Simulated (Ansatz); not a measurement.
# BCl₂F + H₂O: a complex and its separated parts

Aim: how far the complex at one end of a reaction step lies below its separated, relaxed parts, level by level.

The runs use Ansatz 0.2.0, Gaussian basis; PBE0-D4/def2-TZVP structures, single points in def2-TZVPP, no counterpoise correction.

Levels: SPW92, PBE-D4, BLYP-D4, r2SCAN-D4, B97M-V, PBE0-D4, B3LYP-D4, r2SCAN0-D4, BHLYP-D4, CAM-B3LYP-D4, wB97X-V, wB97M-V, B2PLYP, PBE-QIDH, RPA on PBE, Hartree-Fock, MP2, CCSD, CCSD(T).

Correlated methods freeze the cores. B3LYP uses VWN-RPA correlation. B2PLYP carries no dispersion term here.

20 further runs of the same task are left out: 20 set aside as unsound or not needed.

### 1 Starting geometry

The complex: 7 atoms, charge 0, spin multiplicity 1.

Atoms are counted from 1 here; the program's logs count them from 0.

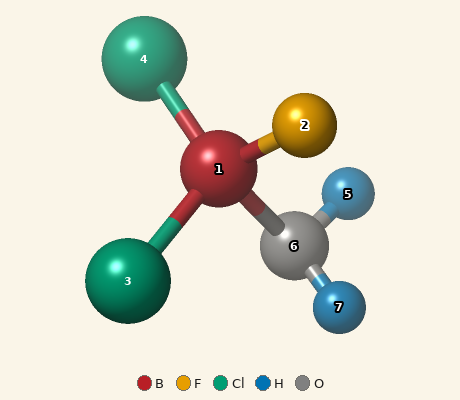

The starting geometry (boron red, fluorine amber, chlorine teal, hydrogen blue, oxygen grey); atoms are numbered from 1 in the order of the file.

Geometry (Å):

```mol
BCl2FH2O
  3D, bonds by distance, orders not assigned

  7  6  0  0  0  0  0  0  0  0999 V2000
   -0.5099   -0.4173   -0.0537 B   0  0
   -0.4850   -0.8627    1.2221 F   0  0
   -0.0046   -1.6412   -1.2815 Cl  0  0
   -1.9381    0.6109   -0.4573 Cl  0  0
    0.5968    1.3881    0.5483 H   0  0
    0.7561    0.6858   -0.0985 O   0  0
    1.5849    0.2364    0.1207 H   0  0
  1  2  8  0
  1  3  8  0
  1  4  8  0
  1  6  8  0
  5  6  8  0
  6  7  8  0
M  END
```

Its parts: BCl₂F holds atoms 1, 2, 3, 4; H₂O holds atoms 5, 6, 7. Each part counts its atoms afresh in its own runs.

### 2 Relaxing BCl₂F alone

relax-a/in.yaml reads:

```yaml
crystal:
  periodic: [false, false, false]
  atoms:
    - {symbol: B, position_ang: [-0.509932, -0.417298, -0.053692]}
    - {symbol: F, position_ang: [-0.484997, -0.862665, 1.222090]}
    - {symbol: Cl, position_ang: [-0.004650, -1.641188, -1.281524]}
    - {symbol: Cl, position_ang: [-1.938146, 0.610897, -0.457338]}
basis:
  gaussian: {orbitals: def2-TZVP}
hamiltonian: {xc: pbe0, dispersion: d4}
relax: {f_tol: 0.005, max_steps: 200}
```

No record of the launch command was kept for these runs.

Log (excerpt; [...] marks lines left out):

```text
Functional definition: PBE0
  name "PBE0"
  cite "Adamo & Barone, J. Chem. Phys. 110, 6158 (1999) doi:10.1063/1.478522"
  cite "Perdew, Burke & Ernzerhof, Phys. Rev. Lett. 77, 3865 (1996) doi:10.1103/PhysRevLett.77.3865"
  parent pbe
[...]
861 factors; their error is unknown
[...]
mean field -28432.10227205 eV, -1044.8604865267 hartree, gradient 5.2e-5 eV, S^2 0.000000; 0 other end points of the search recorded, 0 dependent functions left out
[...]
reference -28432.10229670 eV, -1044.8604874326 hartree; 24, 24 occupied and 112, 112 virtual orbitals, 861 factors
relax step   1: F+E_penalty+E_count = -28432.18240517 eV  Δ(F+E_penalty+E_count) = +0.000e0 eV  max|allowed force component| = 2.910e0 eV/Å  Δτ_max = 0.0000 Å  (24 SCF iters, accepted)
[...]
relax step   6: F+E_penalty+E_count = -28432.88193483 eV  Δ(F+E_penalty+E_count) = -5.909e-4 eV  max|allowed force component| = 4.259e-2 eV/Å  Δτ_max = 0.0047 Å  (28 SCF iters, accepted)
[...]
relax step   7: F+E_penalty+E_count = -28432.88197121 eV  Δ(F+E_penalty+E_count) = -3.638e-5 eV  max|allowed force component| = 8.696e-4 eV/Å  Δτ_max = 0.0016 Å  (29 SCF iters, accepted)
861 factors; their error is unknown
[...]
mean field -28432.80153284 eV, -1044.8861838869 hartree, gradient 2.2e-5 eV, S^2 0.000000; 1 other end points of the search recorded, 0 dependent functions left out
[...]
reference -28432.80155715 eV, -1044.8861847801 hartree; 24, 24 occupied and 112, 112 virtual orbitals, 861 factors
Total energy: -28432.88199552 eV, -1044.8891408356 hartree
Atom 0 at    -0.711668    -0.592242    -0.049087 Å, force     0.000182    -0.000203     0.000870 eV/Å
Atom 1 at    -0.405410    -0.789816     1.209447 Å, force    -0.000178     0.000151    -0.000759 eV/Å
Atom 2 at     0.041769    -1.573073    -1.271190 Å, force     0.000370    -0.000408    -0.000220 eV/Å
Atom 3 at    -1.862416     0.644877    -0.459634 Å, force    -0.000374     0.000460     0.000109 eV/Å
Dipole moment:    -0.014457     0.009330    -0.059410 e Å
```

Run time: 9 s. Hardware: 4 threads, shared host; peak memory 0.26 GiB.

Relaxation path: (the energy doesn't fall at every step)

```
step  energy from step 1 (eV)  largest force component (eV/Å)
   1                   0.0000                          2.9100
   2                  -0.5437                          1.8850
   3                  -0.5972                          1.4820
   4                  -0.5098                          1.5690
   5                  -0.6989                          0.0858
   6                  -0.6995                          0.0426
   7                  -0.6996                          0.0009
```

Distances of close pairs at the start and the end, largest changes first:

```
  bond  before (Å)  after (Å)  change (Å)
B1–Cl3       1.806      1.739      -0.067
B1–Cl4       1.806      1.739      -0.067
 B1–F2       1.352      1.310      -0.041
```

### 3 Relaxing H₂O alone

relax-b/in.yaml reads:

```yaml
crystal:
  periodic: [false, false, false]
  atoms:
    - {symbol: H, position_ang: [0.596770, 1.388084, 0.548298]}
    - {symbol: O, position_ang: [0.756090, 0.685814, -0.098542]}
    - {symbol: H, position_ang: [1.584865, 0.236354, 0.120708]}
basis:
  gaussian: {orbitals: def2-TZVP}
hamiltonian: {xc: pbe0, dispersion: d4}
relax: {f_tol: 0.005, max_steps: 200}
```

Log (excerpt; [...] marks lines left out):

```text
[... 5 set-up lines as earlier in the session ...]
[...]
239 factors; their error is unknown
[...]
mean field -2078.31750810 eV, -76.3767596883 hartree, gradient 1.4e-5 eV, S^2 0.000000; 0 other end points of the search recorded, 0 dependent functions left out
[...]
reference -2078.31752212 eV, -76.3767602038 hartree; 5, 5 occupied and 38, 38 virtual orbitals, 239 factors
relax step   1: F+E_penalty+E_count = -2078.32176719 eV  Δ(F+E_penalty+E_count) = +0.000e0 eV  max|allowed force component| = 4.659e-1 eV/Å  Δτ_max = 0.0000 Å  (23 SCF iters, accepted)
[...]
relax step   3: F+E_penalty+E_count = -2078.33510168 eV  Δ(F+E_penalty+E_count) = -6.783e-4 eV  max|allowed force component| = 3.407e-1 eV/Å  Δτ_max = 0.0162 Å  (26 SCF iters, accepted)
[...]
relax step   4: F+E_penalty+E_count = -2078.33733232 eV  Δ(F+E_penalty+E_count) = -2.231e-3 eV  max|allowed force component| = 3.843e-3 eV/Å  Δτ_max = 0.0071 Å  (28 SCF iters, accepted)
239 factors; their error is unknown
mean field -2078.33307678 eV, -76.3773318267 hartree, gradient 1.2e-5 eV, S^2 0.000000; 1 other end points of the search recorded, 0 dependent functions left out
[...]
reference -2078.33309078 eV, -76.3773323413 hartree; 5, 5 occupied and 38, 38 virtual orbitals, 239 factors
Total energy: -2078.33734632 eV, -76.3774887297 hartree
Atom 0 at     0.617854     1.370224     0.546687 Å, force     0.000584     0.001605     0.002304 eV/Å
Atom 1 at     0.747385     0.682529    -0.109802 Å, force    -0.003002    -0.001097    -0.003843 eV/Å
Atom 2 at     1.572486     0.257499     0.133579 Å, force     0.002419    -0.000507     0.001540 eV/Å
Dipole moment:     0.256505     0.096863     0.331843 e Å
```

Run time: 0.65 s. Hardware: 4 threads, shared host.

Step by step:

```
step  energy from step 1 (eV)  largest force component (eV/Å)
   1                   0.0000                          0.4659
   2                  -0.0127                          0.1503
   3                  -0.0133                          0.3407
   4                  -0.0156                          0.0038
```

Distances of close pairs at the start and the end, largest changes first:

```
 bond  before (Å)  after (Å)  change (Å)
H1–O2       0.968      0.960      -0.008
O2–H3       0.968      0.960      -0.008
```

### 4 wB97M-V/def2-TZVPP

parta/in.yaml reads:

```yaml
crystal:
  periodic: [false, false, false]
  atoms:
    - {symbol: B, position_ang: [-0.711668, -0.592242, -0.049087]}
    - {symbol: F, position_ang: [-0.405410, -0.789816, 1.209447]}
    - {symbol: Cl, position_ang: [0.041769, -1.573073, -1.271190]}
    - {symbol: Cl, position_ang: [-1.862416, 0.644877, -0.459634]}
basis:
  gaussian: {orbitals: def2-TZVPP}
hamiltonian: {xc: {name: wB97M-V}}
```

partb/in.yaml reads:

```yaml
crystal:
  periodic: [false, false, false]
  atoms:
    - {symbol: H, position_ang: [0.617854, 1.370224, 0.546687]}
    - {symbol: O, position_ang: [0.747385, 0.682529, -0.109802]}
    - {symbol: H, position_ang: [1.572486, 0.257499, 0.133579]}
basis:
  gaussian: {orbitals: def2-TZVPP}
hamiltonian: {xc: {name: wB97M-V}}
```

Log of parta (excerpt; [...] marks lines left out):

```text
Functional definition: wB97M-V
  name "wB97M-V"
  cite "Mardirossian & Head-Gordon, J. Chem. Phys. 144, 214110 (2016) doi:10.1063/1.4952647"
  cite "Becke, J. Chem. Phys. 107, 8554 (1997) doi:10.1063/1.475007"
  cite "Vydrov & Van Voorhis, J. Chem. Phys. 133, 244103 (2010) doi:10.1063/1.3521275"
  # Of w^i u^j: cxij and so on, Table III.
[...]
  gx(w, u) = 1 - cx + cx01*u + cx10*w
  gss(w, u) = css00 + css04*u^4 + css10*w + css20*w^2 + css43*w^4*u^3
  gos(w, u) = cos00 + cos10*w + (cos20 + cos21*u)*w^2 + (cos60 + cos61*u)*w^6
[...]
      + integral(e_c_pw_mod_opposite_spin*gos(b97_w_opposite, b97_u_opposite)) + vv10(b, c)
945 factors; their error is unknown
153 factors; integrals over basis functions are off by at most 3.6e-5 eV
[...]
mean field -28442.54615509 eV, -1045.2442921493 hartree, gradient 2.1e-5 eV, S^2 0.000000; 0 other end points of the search recorded, 0 dependent functions left out
reference -28442.54619268 eV, -1045.2442935306 hartree; 24, 24 occupied and 122, 122 virtual orbitals, 945 factors
Total energy: -28442.54619268 eV, -1045.2442935306 hartree
```

Log of partb (excerpt; [...] marks lines left out):

```text
[... 5 set-up lines as earlier in the session ...]
  # Of w^i u^j: cxij and so on, Table III.
[...]
  gx(w, u) = 1 - cx + cx01*u + cx10*w
  gss(w, u) = css00 + css04*u^4 + css10*w + css20*w^2 + css43*w^4*u^3
  gos(w, u) = cos00 + cos10*w + (cos20 + cos21*u)*w^2 + (cos60 + cos61*u)*w^6
[...]
      + integral(e_c_pw_mod_opposite_spin*gos(b97_w_opposite, b97_u_opposite)) + vv10(b, c)
269 factors; their error is unknown
69 factors; integrals over basis functions are off by at most 2.2e-5 eV
[...]
mean field -2079.85937803 eV, -76.4334223631 hartree, gradient 2.9e-5 eV, S^2 0.000000; 0 other end points of the search recorded, 0 dependent functions left out
reference -2079.85940003 eV, -76.4334231719 hartree; 5, 5 occupied and 54, 54 virtual orbitals, 269 factors
Total energy: -2079.85940003 eV, -76.4334231719 hartree
```

Times: 2.8 s (parta), 0.4 s (partb) on 4 threads, shared host; peak memory 0.37 GiB.

### 5 CCSD(T)/def2-TZVPP

The same edit goes into each in.yaml of step 4 (parta, partb):

```diff
-hamiltonian: {xc: {name: wB97M-V}}
+correlation: {method: ccsd_t}
```

Log of parta (excerpt; [...] marks lines left out):

```text
Functional definition: HF
  name "HF"
  cite "Fock, Z. Phys. 61, 126 (1930) doi:10.1007/BF01340294"
[... 1 set-up line as earlier in the session ...]
[...]
909 factors; integrals over basis functions are off by at most 1.6e-3 eV
[...]
mean field -28390.96621253 eV, -1043.3487642225 hartree, gradient 1.2e-6 eV, S^2 0.000000; 0 other end points of the search recorded, 0 dependent functions left out
12 core orbitals not correlated: weight in the atoms' cores, before any rotation towards them, 1.000 or more for the frozen orbitals, at most 0.000 for the correlated occupied ones
reference -28390.96621253 eV, -1043.3487642225 hartree; 12, 12 occupied and 122, 122 virtual orbitals, 909 factors
second order -19.51812316 eV of doubles, -0.00000000 eV of singles
cycle   1  -19.89673875 eV  change   -3.8e-1 eV  update   8.8e-2
[...]
cycle   8  -20.36501892 eV  change    6.8e-6 eV  update   2.4e-5
perturbative correction -0.80343694 eV, -0.0295257629 hartree
Total energy: -28412.13466840 eV, -1044.1266906270 hartree
```

partb printed (excerpt; [...] marks lines left out):

```text
[... 4 set-up lines as earlier in the session ...]
[...]
361 factors; integrals over basis functions are off by at most 7.6e-4 eV
[...]
mean field -2069.76255177 eV, -76.0623708420 hartree, gradient 3.6e-6 eV, S^2 0.000000; 0 other end points of the search recorded, 0 dependent functions left out
1 core orbitals not correlated: weight in the atoms' cores, before any rotation towards them, 1.000 or more for the frozen orbitals, at most 0.000 for the correlated occupied ones
reference -2069.76255177 eV, -76.0623708420 hartree; 4, 4 occupied and 54, 54 virtual orbitals, 361 factors
second order -7.10540614 eV of doubles, -0.00000000 eV of singles
cycle   1  -7.11151126 eV  change   -6.1e-3 eV  update   4.1e-2
[...]
cycle   8  -7.26594084 eV  change    3.5e-6 eV  update   7.2e-6
perturbative correction -0.20738435 eV, -0.0076212344 hartree
Total energy: -2077.23587696 eV, -76.3370104773 hartree
```

Wall times: 4.1 s (parta), 0.25 s (partb) on 4 threads, shared host; peak memory 0.65 GiB.

### 6 Vibrations of BCl₂F

vib-parta/in.yaml reads:

```yaml
crystal:
  periodic: [false, false, false]
  atoms:
    - {symbol: B, position_ang: [-0.711668, -0.592242, -0.049087]}
    - {symbol: F, position_ang: [-0.405410, -0.789816, 1.209447]}
    - {symbol: Cl, position_ang: [0.041769, -1.573073, -1.271190]}
    - {symbol: Cl, position_ang: [-1.862416, 0.644877, -0.459634]}
basis:
  gaussian: {orbitals: def2-TZVP}
hamiltonian: {xc: pbe0, dispersion: d4}
phonons: {temperatures: {t_min: 298.15, t_max: 900, t_step: 200}}
```

Log (excerpt; [...] marks lines left out):

```text
[... 5 set-up lines as earlier in the session ...]
[...]
861 factors; their error is unknown
[...]
mean field -28432.80153284 eV, -1044.8861838868 hartree, gradient 4.4e-5 eV, S^2 0.000000; 0 other end points of the search recorded, 0 dependent functions left out
[...]
reference -28432.80155714 eV, -1044.8861847799 hartree; 24, 24 occupied and 112, 112 virtual orbitals, 861 factors
[...]
861 factors; their error is unknown
[...]
mean field -28432.80150192 eV, -1044.8861827504 hartree, gradient 1.8e-6 eV, S^2 0.000000; 0 other end points of the search recorded, 0 dependent functions left out
[...]
reference -28432.80150417 eV, -1044.8861828331 hartree; 24, 24 occupied and 112, 112 virtual orbitals, 861 factors
[...]
861 factors; their error is unknown
mean field -28432.80149887 eV, -1044.8861826384 hartree, gradient 1.7e-6 eV, S^2 0.000000; 0 other end points of the search recorded, 0 dependent functions left out
[...]
reference -28432.80152318 eV, -1044.8861835317 hartree; 24, 24 occupied and 112, 112 virtual orbitals, 861 factors
Total energy: -28432.88199552 eV, -1044.8891408357 hartree
Atom 0 at    -0.711668    -0.592242    -0.049087 Å, force     0.000165    -0.000180     0.000879 eV/Å
Atom 1 at    -0.405410    -0.789816     1.209447 Å, force    -0.000166     0.000136    -0.000759 eV/Å
Atom 2 at     0.041769    -1.573073    -1.271190 Å, force     0.000379    -0.000419    -0.000221 eV/Å
Atom 3 at    -1.862416     0.644877    -0.459634 Å, force    -0.000379     0.000463     0.000101 eV/Å
Dipole moment:    -0.014455     0.009328    -0.059410 e Å
Vibrations: 265.49 364.54 526.40 565.28 1008.98 1347.13 cm⁻¹, zero-point energy 0.252792 eV
```

Run time: 12 s. Hardware: 4 threads, shared host; peak memory 0.25 GiB.

The modes, with what each moves most:

```
mode  wavenumber (cm⁻¹)          character
   1                265               bend
   2                365               bend
   3                526  out-of-plane bend
   4                565       B–Cl stretch
   5               1009       B–Cl stretch
   6               1347        B–F stretch
```

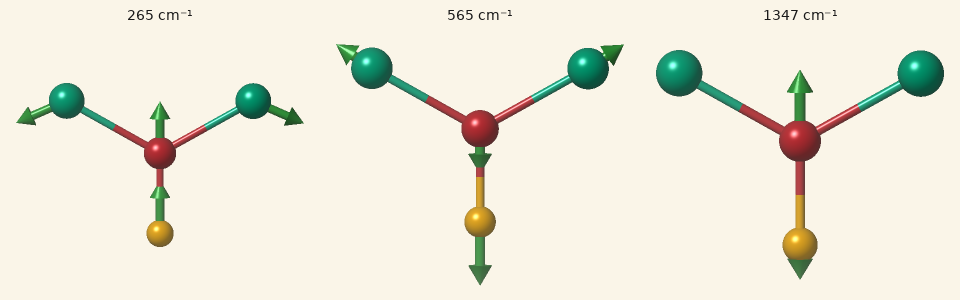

How the atoms move in 3 of the modes.

Vibrational sums (real modes only):

```
T (K)  entropy (J/mol/K)  heat capacity (J/mol/K)
  298               16.5                     25.4
  498               32.4                     36.0
  698               45.5                     41.4
  898               56.3                     44.3
```

### 7 Vibrations of H₂O

vib-partb/in.yaml reads:

```yaml
crystal:
  periodic: [false, false, false]
  atoms:
    - {symbol: H, position_ang: [0.617854, 1.370224, 0.546687]}
    - {symbol: O, position_ang: [0.747385, 0.682529, -0.109802]}
    - {symbol: H, position_ang: [1.572486, 0.257499, 0.133579]}
basis:
  gaussian: {orbitals: def2-TZVP}
hamiltonian: {xc: pbe0, dispersion: d4}
phonons: {temperatures: {t_min: 298.15, t_max: 900, t_step: 200}}
```

Log (excerpt; [...] marks lines left out):

```text
[... 5 set-up lines as earlier in the session ...]
[...]
239 factors; their error is unknown
[...]
mean field -2078.33307678 eV, -76.3773318267 hartree, gradient 1.2e-5 eV, S^2 0.000000; 0 other end points of the search recorded, 0 dependent functions left out
[...]
reference -2078.33309078 eV, -76.3773323413 hartree; 5, 5 occupied and 38, 38 virtual orbitals, 239 factors
[...]
239 factors; their error is unknown
[...]
mean field -2078.33291941 eV, -76.3773260438 hartree, gradient 1.2e-6 eV, S^2 0.000000; 0 other end points of the search recorded, 0 dependent functions left out
[...]
reference -2078.33293345 eV, -76.3773265595 hartree; 5, 5 occupied and 38, 38 virtual orbitals, 239 factors
[...]
mean field -2078.33295573 eV, -76.3773273783 hartree, gradient 1.2e-6 eV, S^2 0.000000; 0 other end points of the search recorded, 0 dependent functions left out
[...]
reference -2078.33296970 eV, -76.3773278919 hartree; 5, 5 occupied and 38, 38 virtual orbitals, 239 factors
[...]
239 factors; their error is unknown
mean field -2078.33296429 eV, -76.3773276928 hartree, gradient 1.2e-6 eV, S^2 0.000000; 0 other end points of the search recorded, 0 dependent functions left out
[...]
reference -2078.33297831 eV, -76.3773282084 hartree; 5, 5 occupied and 38, 38 virtual orbitals, 239 factors
Total energy: -2078.33734632 eV, -76.3774887297 hartree
Atom 0 at     0.617854     1.370224     0.546687 Å, force     0.000584     0.001612     0.002312 eV/Å
Atom 1 at     0.747385     0.682529    -0.109802 Å, force    -0.002971    -0.001122    -0.003843 eV/Å
Atom 2 at     1.572486     0.257499     0.133579 Å, force     0.002387    -0.000490     0.001532 eV/Å
Dipole moment:     0.256505     0.096862     0.331843 e Å
Vibrations: 1622.60 3852.38 3960.24 cm⁻¹, zero-point energy 0.584909 eV
```

Wall time 0.6 s (4 threads, shared host).

The modes, with what each moves most:

```
mode  wavenumber (cm⁻¹)    character
   1               1623         bend
   2               3852  O–H stretch
   3               3960  O–H stretch
```

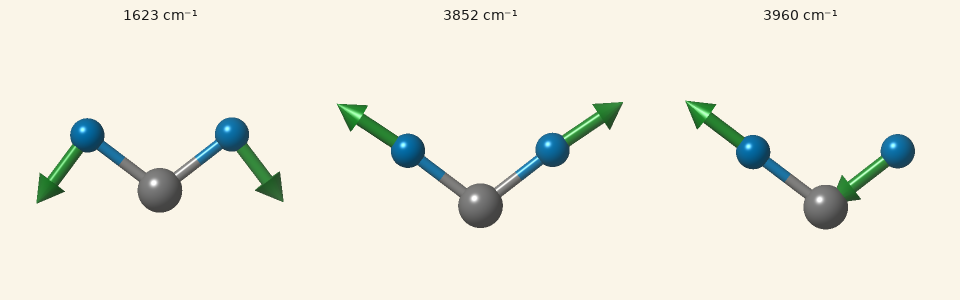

How the atoms move in 3 of the modes.

Vibrational sums (real modes only):

```
T (K)  entropy (J/mol/K)  heat capacity (J/mol/K)
  298                0.0                      0.2
  498                0.4                      1.7
  698                1.4                      3.9
  898                2.6                      6.1
```

### 8 Complex less separated parts

The complex's own energies come from single points at the same levels. Levels not printed above were run the same way.

Rows are in def2-TZVPP; times add the 3 runs of a level on a shared host, so small differences are noise.

Differences are taken before rounding.

```
      method                    rung  complex less parts (kcal/mol)  from CCSD(T) (kcal/mol)   time
       SPW92                     LDA                          -16.5                     -9.0  1.4 s
      PBE-D4                     GGA                           -7.8                     -0.2  2.1 s
     BLYP-D4                     GGA                           -4.8                     +2.8  2.2 s
   r2SCAN-D4                meta-GGA                           -9.1                     -1.5  5.1 s
      B97M-V                meta-GGA                           -7.7                     -0.1    9 s
     PBE0-D4                  hybrid                           -9.0                     -1.4  3.3 s
    B3LYP-D4                  hybrid                           -6.3                     +1.3  3.2 s
  r2SCAN0-D4                  hybrid                           -9.9                     -2.3    6 s
    BHLYP-D4                  hybrid                           -7.9                     -0.3  3.3 s
CAM-B3LYP-D4  range-separated hybrid                           -8.5                     -0.9  3.6 s
     wB97X-V  range-separated hybrid                           -9.1                     -1.5  8.1 s
     wB97M-V  range-separated hybrid                           -9.4                     -1.8  9.2 s
      B2PLYP           double hybrid                           -5.8                     +1.8  5.9 s
    PBE-QIDH           double hybrid                           -9.2                     -1.7  5.6 s
  RPA on PBE                     RPA                           -5.8                     +1.8  4.9 s
Hartree-Fock            wavefunction                           -2.2                     +5.4       
         MP2            wavefunction                           -8.3                     -0.8       
        CCSD            wavefunction                           -6.9                     +0.7       
     CCSD(T)            wavefunction                           -7.6                        0   74 s
```

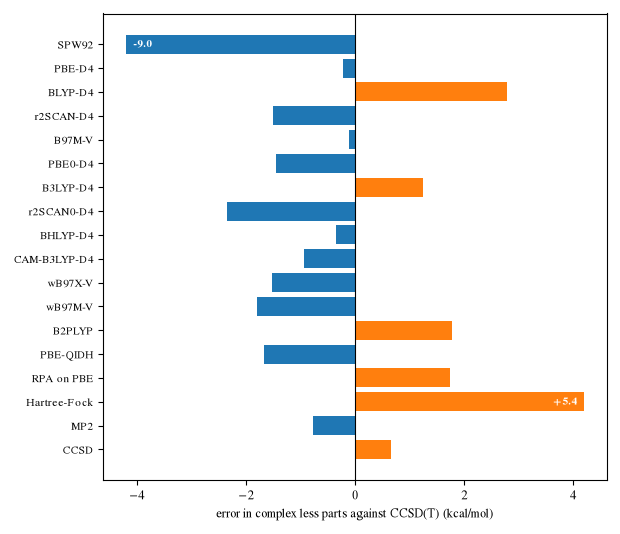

How far each level lands from CCSD(T). Bars with a number in them are cut short.

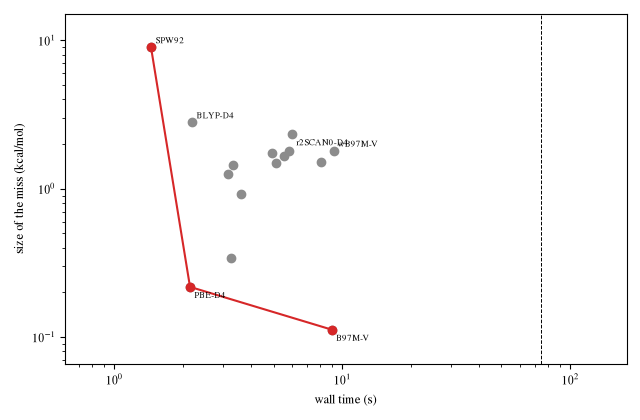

Miss against cost. Red marks the levels that no quicker level drawn beats (of those quicker than the yardstick), and the dashed line is the time of CCSD(T). Only those levels and the largest misses are named. Times are from a shared host.

B97M-V reaches 0.1 kcal/mol from the reference in 9 s, where CCSD(T) took 74 s; the quickest level in the cost chart, SPW92, takes 1.4 s and misses by 9.0 kcal/mol.

The complex's zero-point energy, from a separate PBE0-D4 run, is 0.955 eV.

### 9 What came out

```
                              quantity          value
complex less parts, CCSD(T)/def2-TZVPP  -7.6 kcal/mol
                with zero-point energy  -4.9 kcal/mol
                 largest T1 diagnostic          0.012
```

What this shows: At CCSD(T) the complex lies 7.6 kcal/mol below its parts. Among the functionals B97M-V lands nearest to CCSD(T) (-0.1 kcal/mol) and SPW92 farthest (-9.0 kcal/mol). By rung, the mean size of the error is: LDA 9.0, GGA 1.5, meta-GGA 0.8, hybrid 1.3, range-separated hybrid 1.4, double hybrid 1.7 kcal/mol. PBE-D4 gives a relative energy 0.2 kcal/mol too low, inside chemical accuracy (1 kcal/mol). No counterpoise was applied, and triple zeta lacks some correlation, so the CCSD(T) reference has a basis error of its own, and close matches with it are partly luck.
